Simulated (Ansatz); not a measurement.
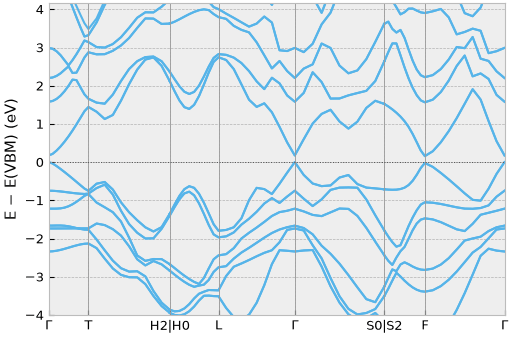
Fig. 1. Band structure from the program Ansatz at the r²SCAN with spin–orbit coupling level (PAW)

Read off the gap and where the band edges lie.

About 0.2 eV (0.16 eV by a search for the band edges); maximum at Γ, minimum at F.

The material is TePb₂Se in space group R-3m (No. 166; Te on 3b, Pb on 6c, Se on 3a).

The workflow started from a Materials Project entry (that database holds measured and hypothetical structures alike); the Crystallography Open Database copy checked does not list it. With Te and Se taken as one species the cell has the higher symmetry Fm-3m, so it may be an ordered model of a mixed-site phase. Its standing as an ambient phase is unchecked. The cell was relaxed with r²SCAN under the symmetry of its start; of distortions, only those at the zone centre were tested.

Potentials: the later of the program's two PAW sets.
